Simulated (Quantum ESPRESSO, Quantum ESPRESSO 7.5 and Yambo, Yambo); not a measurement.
## AlN (P6_3mc): G0W0 with Yambo, start to end

Aim: the G0W0 gap of AlN (P6_3mc) on PBE, step by step.

Calculated with Quantum ESPRESSO 7.5 and Yambo 5.3.0; PBE and many-body steps on it, plane waves.

The database entry behind the starting cell differs from later determinations by our own check (inner coordinate u about 0.002 short), so it need not match the best structure at ambient conditions.

## (1) Starting point

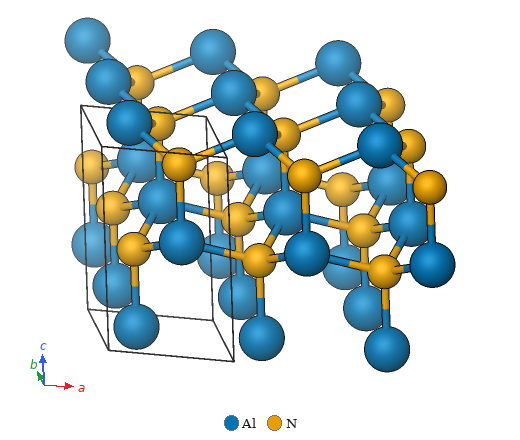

Start, viewed slightly off an axis; aluminium blue, nitrogen orange. 3×3×1 cells are drawn. Some periodic images of atoms are drawn too.

Structure file:

```cif
data_structure
_symmetry_space_group_name_H-M 'P 1'
_symmetry_Int_Tables_number 1
_cell_length_a 3.1130
_cell_length_b 3.1130
_cell_length_c 4.9810
_cell_angle_alpha 90.000
_cell_angle_beta 90.000
_cell_angle_gamma 120.000
_cell_volume 41.80
loop_
_atom_site_label
_atom_site_type_symbol
_atom_site_fract_x
_atom_site_fract_y
_atom_site_fract_z
_atom_site_occupancy
Al1 Al 0.33333 0.66667 0.00000 1
Al2 Al 0.66667 0.33333 0.50000 1
N3 N 0.33333 0.66667 0.38000 1
N4 N 0.66667 0.33333 0.88000 1
```

The cell and positions come from the Crystallography Open Database and are kept as given unless a step says otherwise.

## (2) Ground state

This step: Quantum ESPRESSO 7.5; DFT, PBE, plane waves, norm-conserving pseudopotentials.

The ground-state density comes first.

The input, pw.in:

```
&control
  calculation = 'scf'
  prefix = 'x'
  outdir = 'o'
  pseudo_dir = 'pseudo'
/
&system
  ibrav = 0
  nat = 4
  ntyp = 2
  ecutwfc = 72.0
  nbnd = 14
  force_symmorphic = .true.
/
&electrons
  conv_thr = 1e-10
  electron_maxstep = 80
  mixing_beta = 0.5
/
ATOMIC_SPECIES
  Al 26.982 Al.upf
  N 14.007 N.upf
CELL_PARAMETERS angstrom
  3.1130000000 -0.0000000000 0.0000000000
  -1.5565000000 2.6959370820 0.0000000000
  0.0000000000 0.0000000000 4.9810000000
ATOMIC_POSITIONS crystal
  Al 0.3333333333 0.6666666667 0.0000000000
  Al 0.6666666667 0.3333333333 0.5000000000
  N 0.3333333333 0.6666666667 0.3800000000
  N 0.6666666667 0.3333333333 0.8800000000
K_POINTS automatic
  6 6 4 0 0 0
```

The run is started by

```sh
> OMP_NUM_THREADS=1 mpirun -n 4 pw.x -nk 4 -in pw.in > pw.out
```

What it wrote:

```text
Program PWSCF v.7.5 starts

     This program is part of the open-source Quantum ESPRESSO suite
     for quantum simulation of materials; please cite
         "P. Giannozzi et al., J. Phys.:Condens. Matter 21 395502 (2009);
         "P. Giannozzi et al., J. Phys.:Condens. Matter 29 465901 (2017);
         "P. Giannozzi et al., J. Chem. Phys. 152 154105 (2020);
     in publications or presentations arising from this work. More details at
     Message from routine setup:
     using ibrav=0 with symmetry is DISCOURAGED, use correct ibrav instead

     G-vector sticks info

     bravais-lattice index     =            0
     lattice parameter (alat)  =       5.8827  a.u.
     unit-cell volume          =     282.0993 (a.u.)^3
     number of atoms/cell      =            4
     number of atomic types    =            2
     number of electrons       =        16.00
     number of Kohn-Sham states=           14
     kinetic-energy cutoff     =      72.0000  Ry
     charge density cutoff     =     288.0000  Ry
     scf convergence threshold =      1.0E-10
     mixing beta               =       0.5000
     number of iterations used =            8  plain     mixing
     Exchange-correlation= PBE
                           (   1   4   3   4   0   0   0)

     celldm(1)=   5.882717  celldm(2)=   0.000000  celldm(3)=   0.000000
     celldm(4)=   0.000000  celldm(5)=   0.000000  celldm(6)=   0.000000

     crystal axes: (cart. coord. in units of alat)
               a(1) = (   1.000000  -0.000000   0.000000 )
               a(2) = (  -0.500000   0.866025   0.000000 )
               a(3) = (   0.000000   0.000000   1.600064 )

     reciprocal axes: (cart. coord. in units 2 pi/alat)
               b(1) = (  1.000000  0.577350 -0.000000 )
               b(2) = (  0.000000  1.154701 -0.000000 )
               b(3) = ( -0.000000 -0.000000  0.624975 )
     Pseudo is Norm-conserving + core correction, Zval =  3.0
     Generated using ONCVPSP code by D. R. Hamann
     Using radial grid of 1876 points,  6 beta functions with:
     Pseudo is Norm-conserving + core correction, Zval =  5.0
     Generated using ONCVPSP code by D. R. Hamann
     Using radial grid of 1058 points,  4 beta functions with:
     Al                3.00    26.98200     Al( 1.00)
     N                 5.00    14.00700     N ( 1.00)

      6 Sym. Ops. (no inversion) found

   Cartesian axes

     site n.     atom                  positions (alat units)
         1        Al     tau(   1) = (  -0.0000000   0.5773503   0.0000000  )
         2        Al     tau(   2) = (   0.5000000   0.2886751   0.8000321  )
         3        N      tau(   3) = (  -0.0000000   0.5773503   0.6080244  )
         4        N      tau(   4) = (   0.5000000   0.2886751   1.4080565  )

     number of k points=    24
                       cart. coord. in units 2pi/alat
        k(    1) = (   0.0000000   0.0000000   0.0000000), wk =   0.0138889
        k(    2) = (   0.0000000   0.0000000   0.1562437), wk =   0.0277778
        k(    3) = (   0.0000000   0.0000000  -0.3124875), wk =   0.0138889
        k(    4) = (   0.0000000   0.1924501   0.0000000), wk =   0.0833333
        k(    5) = (   0.0000000   0.1924501   0.1562437), wk =   0.0833333
        k(    6) = (   0.0000000   0.1924501  -0.3124875), wk =   0.0833333
        k(    7) = (   0.0000000   0.3849002   0.0000000), wk =   0.0833333
        k(    8) = (   0.0000000   0.3849002   0.1562437), wk =   0.0833333
        k(    9) = (   0.0000000   0.3849002  -0.3124875), wk =   0.0833333
        k(   10) = (   0.0000000  -0.5773503   0.0000000), wk =   0.0416667
     [... 12 further rows ...]
        k(   23) = (   0.0000000  -0.3849002   0.1562437), wk =   0.0833333
        k(   24) = (  -0.1666667  -0.4811252   0.1562437), wk =   0.1666667

     Dense  grid:    23187 G-vectors     FFT dimensions: (  32,  32,  54)

     Initial potential from superposition of free atoms

     starting charge      15.9951, renormalised to      16.0000
     Starting wfcs are   16 randomized atomic wfcs

     per-process dynamical memory:    22.4 Mb

     Self-consistent Calculation

     iteration #  1     ecut=    72.00 Ry     beta= 0.50

     total energy              =     -50.81998425 Ry
     estimated scf accuracy    <       1.20204797 Ry

     iteration #  2     ecut=    72.00 Ry     beta= 0.50

     total energy              =     -51.15497471 Ry
     estimated scf accuracy    <       0.13976293 Ry

     iteration #  3     ecut=    72.00 Ry     beta= 0.50

     total energy              =     -51.17366281 Ry
     estimated scf accuracy    <       0.01056669 Ry

     iteration #  4     ecut=    72.00 Ry     beta= 0.50

     total energy              =     -51.17593161 Ry
     estimated scf accuracy    <       0.00721993 Ry

     iteration #  5     ecut=    72.00 Ry     beta= 0.50

     total energy              =     -51.17618773 Ry
     estimated scf accuracy    <       0.00068179 Ry

     iteration #  6     ecut=    72.00 Ry     beta= 0.50

     total energy              =     -51.17644071 Ry
     estimated scf accuracy    <       0.00006151 Ry

     iteration #  7     ecut=    72.00 Ry     beta= 0.50

     total energy              =     -51.17643369 Ry
     estimated scf accuracy    <       0.00003145 Ry

     iteration #  8     ecut=    72.00 Ry     beta= 0.50

     total energy              =     -51.17643414 Ry
     estimated scf accuracy    <       0.00000549 Ry

     iteration #  9     ecut=    72.00 Ry     beta= 0.50

     total energy              =     -51.17643454 Ry
     estimated scf accuracy    <       0.00000063 Ry

     iteration # 10     ecut=    72.00 Ry     beta= 0.50

     total energy              =     -51.17643473 Ry
     estimated scf accuracy    <          1.6E-10 Ry

     iteration # 11     ecut=    72.00 Ry     beta= 0.50

     total energy              =     -51.17643473 Ry
     estimated scf accuracy    <          3.6E-09 Ry

     iteration # 12     ecut=    72.00 Ry     beta= 0.50

     total energy              =     -51.17643474 Ry
     estimated scf accuracy    <          5.7E-10 Ry

     iteration # 13     ecut=    72.00 Ry     beta= 0.50

     total energy              =     -51.17643473 Ry
     estimated scf accuracy    <          7.0E-10 Ry

     iteration # 14     ecut=    72.00 Ry     beta= 0.50

     End of self-consistent calculation

          k = 0.0000 0.0000 0.0000 (  2863 PWs)   bands (ev):

    -8.0385  -5.8877   1.1322   6.2756   6.2756   6.9268   6.9268   7.1067
    11.3272  13.7824  17.6990  18.2976  18.2976  20.2844

          k = 0.0000 0.0000 0.1562 (  2893 PWs)   bands (ev):

    -7.8016  -6.3221   1.9309   5.9103   6.3662   6.3662   6.8267   6.8267
    12.2778  13.8969  17.3750  18.2652  18.2653  18.8620

          k = 0.0000 0.0000-0.3125 (  2858 PWs)   bands (ev):

    -7.1500  -7.1500   3.7936   3.7936   6.5919   6.5919   6.5919   6.5919
    13.5732  13.5732  17.4519  17.4521  18.6140  18.6140

          k = 0.0000 0.1925 0.0000 (  2896 PWs)   bands (ev):

     [... further k-points ...]

     highest occupied, lowest unoccupied level (ev):     7.1067   11.3272

!    total energy              =     -51.17643473 Ry
     estimated scf accuracy    <          1.9E-11 Ry

     The total energy is the sum of the following terms:
     one-electron contribution =      -2.07179065 Ry
     hartree contribution      =      11.37825137 Ry
     xc contribution           =     -16.99644717 Ry
     ewald contribution        =     -43.48644828 Ry

     convergence has been achieved in  14 iterations

     XML data file, charge density, pseudopotentials, collected wavefunctions

=------------------------------------------------------------------------------=
   JOB DONE.
=------------------------------------------------------------------------------=
```

It took 5.8 s on 4 MPI ranks of Arm Neoverse V1, shared host; peak memory 0.23 GiB.

Numbers from this step:

| Property | Result |
| --- | --- |
| total energy | -696.2909 eV |
| gap | 4.220 eV |
| k of the valence top | 0, 0, 0 |
| k of the conduction bottom | 0, 0, 0 |
| least direct gap | 4.220 eV |

The gap is direct, at Γ.

## (3) Bands along the symmetry lines

The cheap functional maps the bands first; the places of the edges decide which points the dearer methods must see.

The input, pw.in:

```
&control
  calculation = 'bands'
  prefix = 'x'
  outdir = 'o'
  pseudo_dir = 'pseudo'
/
&system
  ibrav = 0
  nat = 4
  ntyp = 2
  ecutwfc = 72.0
  nbnd = 14
  force_symmorphic = .true.
/
&electrons
  conv_thr = 1e-9
  electron_maxstep = 80
  diago_full_acc = .true.
  diago_thr_init = 5e-6
/
ATOMIC_SPECIES
  Al 26.982 Al.upf
  N 14.007 N.upf
CELL_PARAMETERS angstrom
  3.1130000000 -0.0000000000 0.0000000000
  -1.5565000000 2.6959370820 0.0000000000
  0.0000000000 0.0000000000 4.9810000000
ATOMIC_POSITIONS crystal
  Al 0.3333333333 0.6666666667 0.0000000000
  Al 0.6666666667 0.3333333333 0.5000000000
  N 0.3333333333 0.6666666667 0.3800000000
  N 0.6666666667 0.3333333333 0.8800000000
K_POINTS crystal
  75
  0.00000000 0.00000000 0.00000000 1
  0.06250000 0.00000000 0.00000000 1
  0.12500000 0.00000000 0.00000000 1
  0.18750000 0.00000000 0.00000000 1
  0.25000000 0.00000000 0.00000000 1
  0.31250000 0.00000000 0.00000000 1
  0.37500000 0.00000000 0.00000000 1
  0.43750000 0.00000000 0.00000000 1
  0.50000000 0.00000000 0.00000000 1
  0.47916667 0.04166667 0.00000000 1
  0.45833333 0.08333333 0.00000000 1
  0.43750000 0.12500000 0.00000000 1
  0.41666666 0.16666666 0.00000000 1
  0.39583333 0.20833333 0.00000000 1
  0.37500000 0.25000000 0.00000000 1
  0.35416666 0.29166666 0.00000000 1
  0.33333333 0.33333333 0.00000000 1
  0.29166666 0.29166666 0.00000000 1
  0.25000000 0.25000000 0.00000000 1
  0.20833333 0.20833333 0.00000000 1
  0.16666666 0.16666666 0.00000000 1
  0.12500000 0.12500000 0.00000000 1
  0.08333333 0.08333333 0.00000000 1
  0.04166667 0.04166667 0.00000000 1
  0.00000000 0.00000000 0.00000000 1
  0.00000000 0.00000000 0.06250000 1
  0.00000000 0.00000000 0.12500000 1
  0.00000000 0.00000000 0.18750000 1
  0.00000000 0.00000000 0.25000000 1
  0.00000000 0.00000000 0.31250000 1
  0.00000000 0.00000000 0.37500000 1
  0.00000000 0.00000000 0.43750000 1
  0.00000000 0.00000000 0.50000000 1
  0.06250000 0.00000000 0.50000000 1
  0.12500000 0.00000000 0.50000000 1
  0.18750000 0.00000000 0.50000000 1
  0.25000000 0.00000000 0.50000000 1
  0.31250000 0.00000000 0.50000000 1
  0.37500000 0.00000000 0.50000000 1
  0.43750000 0.00000000 0.50000000 1
  0.50000000 0.00000000 0.50000000 1
  0.47916667 0.04166667 0.50000000 1
  0.45833333 0.08333333 0.50000000 1
  0.43750000 0.12500000 0.50000000 1
  0.41666666 0.16666666 0.50000000 1
  0.39583333 0.20833333 0.50000000 1
  0.37500000 0.25000000 0.50000000 1
  0.35416666 0.29166666 0.50000000 1
  0.33333333 0.33333333 0.50000000 1
  0.29166666 0.29166666 0.50000000 1
  0.25000000 0.25000000 0.50000000 1
  0.20833333 0.20833333 0.50000000 1
  0.16666666 0.16666666 0.50000000 1
  0.12500000 0.12500000 0.50000000 1
  0.08333333 0.08333333 0.50000000 1
  0.04166667 0.04166667 0.50000000 1
  0.00000000 0.00000000 0.50000000 1
  0.50000000 0.00000000 0.50000000 1
  0.50000000 0.00000000 0.43750000 1
  0.50000000 0.00000000 0.37500000 1
  0.50000000 0.00000000 0.31250000 1
  0.50000000 0.00000000 0.25000000 1
  0.50000000 0.00000000 0.18750000 1
  0.50000000 0.00000000 0.12500000 1
  0.50000000 0.00000000 0.06250000 1
  0.50000000 0.00000000 0.00000000 1
  0.33333333 0.33333333 0.50000000 1
  0.33333333 0.33333333 0.43750000 1
  0.33333333 0.33333333 0.37500000 1
  0.33333333 0.33333333 0.31250000 1
  0.33333333 0.33333333 0.25000000 1
  0.33333333 0.33333333 0.18750000 1
  0.33333333 0.33333333 0.12500000 1
  0.33333333 0.33333333 0.06250000 1
  0.33333333 0.33333333 0.00000000 1
```

What it wrote:

```text
[banner, memory and clock lines left out]
Program PWSCF v.7.5 starts

     Atomic positions and unit cell read from directory:
     o/x.save/

     Message from routine setup:
     using ibrav=0 with symmetry is DISCOURAGED, use correct ibrav instead

     G-vector sticks info

     bravais-lattice index     =            0
     lattice parameter (alat)  =       5.8827  a.u.
     unit-cell volume          =     282.0993 (a.u.)^3
     number of atoms/cell      =            4
     number of atomic types    =            2
     number of electrons       =        16.00
     number of Kohn-Sham states=           14
     kinetic-energy cutoff     =      72.0000  Ry
     charge density cutoff     =     288.0000  Ry
     Exchange-correlation= PBE
                           (   1   4   3   4   0   0   0)

     celldm(1)=   5.882717  celldm(2)=   0.000000  celldm(3)=   0.000000
     celldm(4)=   0.000000  celldm(5)=   0.000000  celldm(6)=   0.000000

     crystal axes: (cart. coord. in units of alat)
               a(1) = (   1.000000  -0.000000   0.000000 )
               a(2) = (  -0.500000   0.866025   0.000000 )
               a(3) = (   0.000000   0.000000   1.600064 )

     reciprocal axes: (cart. coord. in units 2 pi/alat)
               b(1) = (  1.000000  0.577350 -0.000000 )
               b(2) = (  0.000000  1.154701 -0.000000 )
               b(3) = ( -0.000000 -0.000000  0.624975 )
     Pseudo is Norm-conserving + core correction, Zval =  3.0
     Generated using ONCVPSP code by D. R. Hamann
     Using radial grid of 1876 points,  6 beta functions with:
     Pseudo is Norm-conserving + core correction, Zval =  5.0
     Generated using ONCVPSP code by D. R. Hamann
     Using radial grid of 1058 points,  4 beta functions with:
     Al                3.00    26.98200     Al( 1.00)
     N                 5.00    14.00700     N ( 1.00)

      6 Sym. Ops. (no inversion) found

   Cartesian axes

     site n.     atom                  positions (alat units)
         1        Al     tau(   1) = (  -0.0000000   0.5773503   0.0000000  )
         2        Al     tau(   2) = (   0.5000000   0.2886751   0.8000321  )
         3        N      tau(   3) = (  -0.0000000   0.5773503   0.6080244  )
         4        N      tau(   4) = (   0.5000000   0.2886751   1.4080565  )

     number of k points=    75
                       cart. coord. in units 2pi/alat
        k(    1) = (   0.0000000   0.0000000   0.0000000), wk =   0.0266667
        k(    2) = (   0.0625000   0.0360844   0.0000000), wk =   0.0266667
        k(    3) = (   0.1250000   0.0721688   0.0000000), wk =   0.0266667
[...]
[... 63 further rows ...]
        k(   74) = (   0.3333333   0.5773503   0.0390609), wk =   0.0266667
        k(   75) = (   0.3333333   0.5773503   0.0000000), wk =   0.0266667

     Dense  grid:    23187 G-vectors     FFT dimensions: (  32,  32,  54)

     The potential is recalculated from file :
     o/x.save/charge-density

     Starting wfcs are   16 randomized atomic wfcs

     Band Structure Calculation

     End of band structure calculation

          k = 0.0000 0.0000 0.0000 (  2863 PWs)   bands (ev):

    -8.0385  -5.8877   1.1322   6.2756   6.2756   6.9268   6.9268   7.1067
    11.3272  13.7824  17.6990  18.2976  18.2976  20.2845

          k = 0.0625 0.0361 0.0000 (  2881 PWs)   bands (ev):

    -7.9887  -5.8594   1.1915   6.0380   6.2074   6.6812   6.9207   7.0869
    11.5752  13.9974  17.4940  17.9237  18.4422  20.0986

          k = 0.1250 0.0722 0.0000 (  2880 PWs)   bands (ev):

    -7.8414  -5.7784   1.3678   5.4066   6.0322   6.1037   6.8891   7.0164
    12.1590  14.5141  16.8879  17.2194  18.8553  19.7092

[...]
k = 0.3333 0.5774 0.0391 (  2931 PWs)   bands (ev):

    -5.5416  -5.5416   2.3343   3.2784   3.2784   4.6549   4.8286   4.8286
    12.2407  15.4762  16.7139  16.7139  18.6879  18.6879

          k = 0.3333 0.5774 0.0000 (  2928 PWs)   bands (ev):

    -5.5433  -5.5433   2.3182   3.3537   3.3537   4.6905   4.7354   4.7354
    12.1816  15.4832  16.8039  16.8039  18.6615  18.6615

     XML data file, pseudopotentials, collected wavefunctions
```

Run time: 4.6 s. Hardware: 4 MPI ranks; peak memory 0.2 GiB; 18 s of CPU time.

This step gave:

| Quantity | Value |
| --- | --- |
| gap | 4.221 eV |
| k of the valence top | 0, 0, 0 |
| k of the conduction bottom | 0, 0, 0 |
| least direct gap | 4.221 eV |

The gap is 4.221 eV, as in the run before at this level.

The electronic bands at the labelled points (eV, zero at the top of the highest filled band; v1 is the highest filled band, c1 the lowest empty one):

```csv
point,v4,v3,v2,v1,c1,c2,c3,c4
Γ,-0.83,-0.18,-0.18,0.00,4.22,6.68,10.59,11.19
M,-3.33,-2.06,-1.77,-0.66,5.83,5.84,8.21,10.30
K,-3.75,-2.42,-2.37,-2.37,5.07,8.38,9.70,9.70
Γ,-0.83,-0.18,-0.18,0.00,4.22,6.68,10.59,11.19
A,-0.51,-0.51,-0.51,-0.51,6.47,6.47,10.35,10.35
L,-1.44,-1.44,-1.35,-1.35,5.34,5.34,9.32,9.32
H,-3.83,-3.83,-0.78,-0.78,7.44,7.44,7.88,7.88
A,-0.51,-0.51,-0.51,-0.51,6.47,6.47,10.35,10.35
jump to L,-1.44,-1.44,-1.35,-1.35,5.34,5.34,9.32,9.32
M,-3.33,-2.06,-1.77,-0.66,5.83,5.84,8.21,10.30
jump to H,-3.83,-3.83,-0.78,-0.78,7.44,7.44,7.88,7.88
K,-3.75,-2.42,-2.37,-2.37,5.07,8.38,9.70,9.70
```

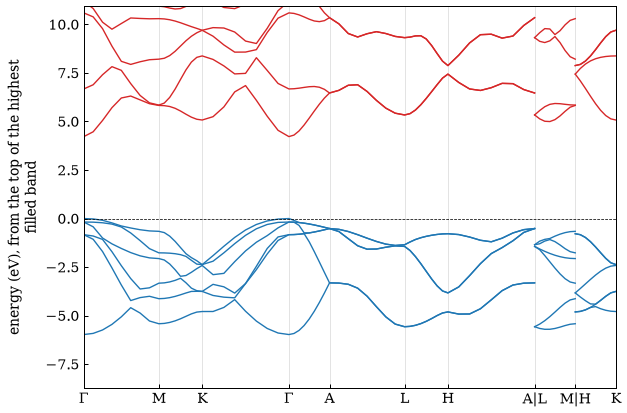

Electronic bands along the path; lines of filled and empty bands in two colours.

(Part 1 of 3 ends here.)

[Paths, hosts, dates, memory and timing lines, banners, echoed tables and standing remarks are left out of the program output.]

[Logs are printed without paths, hosts, clocks, repeated set-up lines and the standing remarks that a program may print on its own settings, such as how far it seeks lower states.]

[Runs of the session that timed out or met a known fault of the program may be left out.]

[Hosts, paths, dates, database ids (printed as entryN), source tags and the programs' standing remarks are cut or masked in the printed files.]
